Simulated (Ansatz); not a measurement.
H$_{4}$N$_{2}$Si···H$_{2}$S

```yaml
atoms:
  - { symbol: Si, position_ang: [-0.5809, 0.0815, -0.6676] }
  - { symbol: S, position_ang: [1.8070, -2.6523, 0.6232] }
  - { symbol: H, position_ang: [0.9202, -2.2135, -0.2960] }
  - { symbol: N, position_ang: [-0.0021, 0.4874, 0.8883] }
  - { symbol: N, position_ang: [-1.5698, 1.4342, -1.0241] }
  - { symbol: H, position_ang: [2.8234, -2.0208, 0.0164] }
  - { symbol: H, position_ang: [-0.2088, 1.3077, 1.4377] }
  - { symbol: H, position_ang: [0.6174, -0.1523, 1.3629] }
  - { symbol: H, position_ang: [-2.0635, 1.4885, -1.8993] }
  - { symbol: H, position_ang: [-1.7428, 2.2395, -0.4413] }
```

The product side of a reaction path; geometry: PBE0-D4/def2-TZVP.

Computed with RKS PBE0-D4/def2-TZVPP in Ansatz.

What will maps of the electron density and electron localisation function show?

Answer. Si1···H3 (2.77 Å): the density falls to about 0.08 e/Å³ on the way; the ELF dips to about 0.10 between them.
Si–N (1.71 Å): ρ at the midpoint is about 1.1 e/Å³; the ELF peaks at about 0.90 between the atoms, as expected for a shared but strongly polarised pair.
N–H (1.01 Å): the density is about 2.9 e/Å³ at the midpoint; the ELF climbs to about 1 towards the hydrogen, as it does in any bond to H: a covalent bond by its length.
S–H (1.35 Å): ρ at the midpoint is about 1.5 e/Å³; the ELF climbs to about 1 towards the hydrogen.

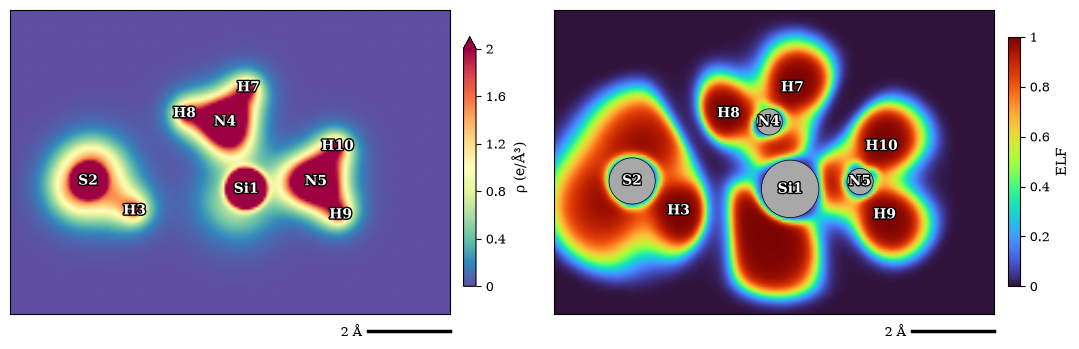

Computed electron density and electron localisation function on the plane of atoms H7, N4 and H8, in this order. Grey discs cover the atomic cores in the ELF map. 
